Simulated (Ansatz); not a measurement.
| atom | x (Å) | y (Å) | z (Å) |
| --- | --- | --- | --- |
| Hf | 0.0557 | 0.0000 | -0.0197 |
| F | 0.2240 | 0.0000 | 1.9062 |
| F | 1.8732 | 0.0000 | -0.5974 |
| F | -0.6525 | 1.6098 | -0.7845 |
| F | -0.6525 | -1.6098 | -0.7845 |
| Cl | -2.7253 | 0.0000 | 1.2577 |
| H | -2.1075 | 0.0000 | 2.3980 |

Core potentials replace the inner electrons of Hf.

Theory: RKS B3LYP/def2-SVP (Ansatz 0.2.0).

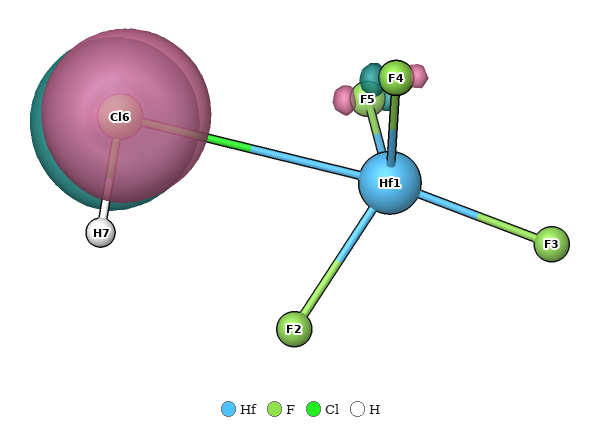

ClF$_{4}$HHf. One frontier orbital at ±0.2 Å⁻³ᐟ² (teal and pink are the two phases), seen across its widest extent.

### Which orbital is it: HOMO or LUMO?

The HOMO, at −10.10 eV. By Hirshfeld shares it lies mainly on Cl6 (about 90 %); largely a lone pair of Cl6.
